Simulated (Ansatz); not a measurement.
# Si3H8 (trisilane) at HSE06/6-31G(d) (spherical functions)

Aim: the energy change on altering one bond length of Si3H8 (trisilane) at HSE06/6-31G* (spherical functions), from 2 runs. 

The calculation is run with Ansatz 0.2.0.

34 further runs of the same task are left out: 34 set aside as unsound or not needed.

## 1. The system as given

The species is Si3H8 (11 atoms), meant as a singlet with charge 0. As SMILES, `[SiH3][SiH2][SiH3]`. Geometry: relaxed at PBE0-D4/def2-TZVP.

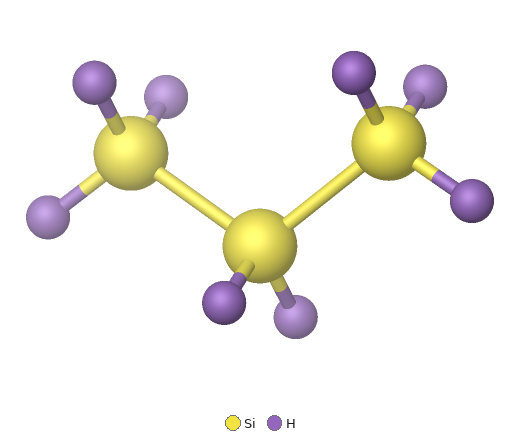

Viewed from a chosen angle; silicon yellow, hydrogen purple.

## 2. The energy at HSE06/6-31G(d) (spherical functions)

run.yaml

```yaml
crystal:
  periodic: [false, false, false]
  atoms:
    - {symbol: Si, position_ang: [-1.292570, 1.366730, -0.525270]}
    - {symbol: Si, position_ang: [-0.462570, -0.807300, -0.296320]}
    - {symbol: Si, position_ang: [1.631930, -0.774400, 0.742750]}
    - {symbol: H, position_ang: [-2.625850, 1.367720, -1.185120]}
    - {symbol: H, position_ang: [-0.354030, 2.180440, -1.344070]}
    - {symbol: H, position_ang: [-1.422540, 2.000090, 0.814640]}
    - {symbol: H, position_ang: [-0.343400, -1.440160, -1.640160]}
    - {symbol: H, position_ang: [-1.410380, -1.620800, 0.516390]}
    - {symbol: H, position_ang: [1.515950, -0.154940, 2.090430]}
    - {symbol: H, position_ang: [2.583820, 0.031780, -0.068050]}
    - {symbol: H, position_ang: [2.179610, -2.149160, 0.894770]}
basis:
  gaussian:
    orbitals: 6-31G_st_-spherical.json
accuracy: high
hamiltonian:
  xc: hse06
output:
  orbitals: {seedname: orbitals}
```

The basis set 6-31G* is read from a file made from the Basis Set Exchange's data (not shown).

Command:

```
$ ansatz run run.yaml --threads 1 --pin off --max-ram 3480MiB --events-out events.jsonl --progress --plain --runs-dir runs
```

Standard output:

```text
Warning: RAYON_NUM_THREADS=1 ignored (pool sized by the plan → 1); use --threads N
Functional definition: HSE06
  name "HSE06"
  parameter a = 0.25
  parameter omega = 0.11/bohr
  exchange = pbe_x - a*pbe_x_sr(omega) + a*exact_x_sr(omega)
  correlation = pbe_c
1621 factors; integrals over basis functions are off by at most 3.4e-9 eV
129 factors; integrals over basis functions are off by at most 1.2e-9 eV
mean field evaluation 1: about -23749.8019 eV, gradient 1.0e1 eV
mean field evaluation 2: about -23750.1887 eV, gradient 5.6e0 eV
mean field evaluation 4: about -23750.3132 eV, gradient 2.6e-1 eV
mean field evaluation 8: about -23750.5294 eV, gradient 1.3e-2 eV
mean field evaluation 16: about -23750.5294 eV, gradient 8.6e-7 eV
mean field -23750.52941669 eV, -872.8158573762 hartree, gradient 9.2e-8 eV, S^2 0.000000; 0 other end points of the search recorded, 0 dependent functions left out
reference -23750.52942135 eV, -872.8158575475 hartree; 25, 25 occupied and 45, 45 virtual orbitals, 1621 factors
Total energy: -23750.52942135 eV, -872.8158575475 hartree
```

Wall time 3.9 s (1 thread of AMD EPYC 9R45 (Zen 5), shared host); peak memory 0.26 GiB.

## 3. The distorted shape at the same level

in.yaml

```yaml
crystal:
  periodic: [false, false, false]
  atoms:
    - {symbol: Si, position_ang: [-1.417083, 1.692868, -0.559616]}
    - {symbol: Si, position_ang: [-0.462570, -0.807300, -0.296320]}
    - {symbol: Si, position_ang: [1.631930, -0.774400, 0.742750]}
    - {symbol: H, position_ang: [-2.750363, 1.693858, -1.219466]}
    - {symbol: H, position_ang: [-0.478543, 2.506578, -1.378416]}
    - {symbol: H, position_ang: [-1.547053, 2.326228, 0.780294]}
    - {symbol: H, position_ang: [-0.343400, -1.440160, -1.640160]}
    - {symbol: H, position_ang: [-1.410380, -1.620800, 0.516390]}
    - {symbol: H, position_ang: [1.515950, -0.154940, 2.090430]}
    - {symbol: H, position_ang: [2.583820, 0.031780, -0.068050]}
    - {symbol: H, position_ang: [2.179610, -2.149160, 0.894770]}
basis:
  gaussian: {orbitals: 6-31G_st_-spherical.json}
hamiltonian: {xc: hse06}
accuracy: high
output: {orbitals: {seedname: orbitals}}
```

The basis set 6-31G* is read from a file made from the Basis Set Exchange's data (not shown).

Command:

```
$ ansatz run in.yaml --threads 1 --pin off --max-ram 3480MiB --events-out events.jsonl --progress --plain --runs-dir runs
```

Standard output:

```text
Warning: RAYON_NUM_THREADS=1 ignored (pool sized by the plan → 1); use --threads N
[... 6 set-up lines as earlier in the session ...]
1609 factors; integrals over basis functions are off by at most 3.8e-9 eV
130 factors; integrals over basis functions are off by at most 1.2e-9 eV
mean field evaluation 1: about -23749.4022 eV, gradient 1.0e1 eV
mean field evaluation 2: about -23749.7944 eV, gradient 4.6e0 eV
mean field evaluation 4: about -23749.8812 eV, gradient 3.2e-1 eV
mean field evaluation 8: about -23750.0903 eV, gradient 3.9e-3 eV
mean field evaluation 16: about -23750.0903 eV, gradient 1.2e-6 eV
mean field -23750.09030693 eV, -872.7997203903 hartree, gradient 3.4e-8 eV, S^2 0.000000; 0 other end points of the search recorded, 0 dependent functions left out
reference -23750.09031167 eV, -872.7997205645 hartree; 25, 25 occupied and 45, 45 virtual orbitals, 1609 factors
Total energy: -23750.09031167 eV, -872.7997205645 hartree
```

Run time: 3.9 s. Hardware: 1 thread of AMD EPYC 9R45 (Zen 5), shared host; peak memory 0.25 GiB.

## 4. What came out

At HSE06/6-31G* (spherical functions):

```
                                                           quantity          value
                                          first shape: total energy  -872.81586 Eh
                                           first shape: HOMO energy       -7.61 eV
                                           first shape: LUMO energy       -0.24 eV
                                         first shape: HOMO–LUMO gap        7.37 eV
                                      distorted shape: total energy  -872.79972 Eh
                                       distorted shape: HOMO energy       -7.21 eV
                                       distorted shape: LUMO energy       -1.00 eV
                                     distorted shape: HOMO–LUMO gap        6.21 eV
energy change with the Si1–Si2 bond stretched from 2.338 to 2.689 Å       0.439 eV
```

With the Si1–Si2 bond stretched from 2.338 to 2.689 Å the energy rises by 0.44 eV (10.1 kcal/mol). The first shape isn't relaxed at this level, so the change isn't measured from a minimum.
